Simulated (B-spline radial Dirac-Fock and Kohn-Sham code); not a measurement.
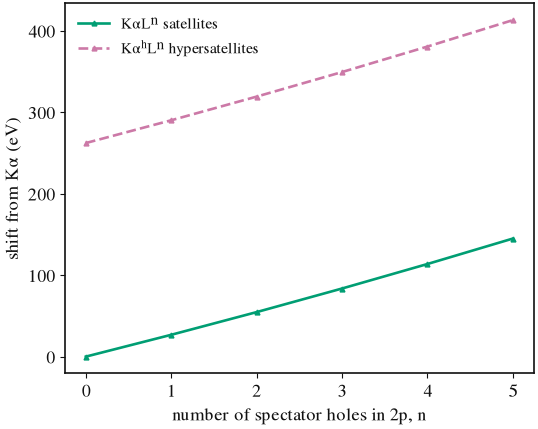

Shifts of Kα satellites and hypersatellites with the number of spectator holes in 2p, counted from the Kα line without spectators. It refers to neutral manganese in the configuration [Ar] 3d5 4s2. Method: Dirac–Fock ΔSCF (average of configuration, Fermi nucleus, Breit and QED terms, no correlation) (computed with a radial B-spline solver).

Question: What does the first 2p spectator hole do to the line, and why?

Answer: It shifts it up by 26.8 eV: the missing electron screens the nucleus less, and the 1s binding energy rises more than the 2p one.

Question: How far above Kα is the hypersatellite?

Answer: 262 eV as an average over the ¹P and ³P final terms; Kα itself is at 5.8933 keV.
